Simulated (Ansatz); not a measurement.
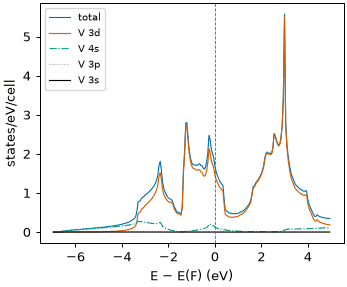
Figure. Total and projected density of states of V (bcc (W type), space group No. 229), DFT-PBE+D3(BJ) in the program Ansatz with PAW potentials

### Question
Which orbitals carry the states next to the Fermi level?

### Answer
Within 0.5 eV of the Fermi level: V 3d 87 %, V 4s 7 %, outside the projected shells 5 %. Projections are on Löwdin-orthogonalised atomic valence shells; empty p or d shells of many metals are not among them.

### Question
Where is the tallest occupied peak in this window, and what makes it?

### Answer
Near -1.2 eV, about 2.8 states/eV per cell; the largest projected share is V 3d.

Space group Im-3m (bcc (W type)). The cell was relaxed with PBE+D3(BJ) under the symmetry of its start. The workflow began spin-polarised and lost its moments. The pairwise dispersion correction was not fitted to metals.

Potentials: the later of the program's two PAW sets.
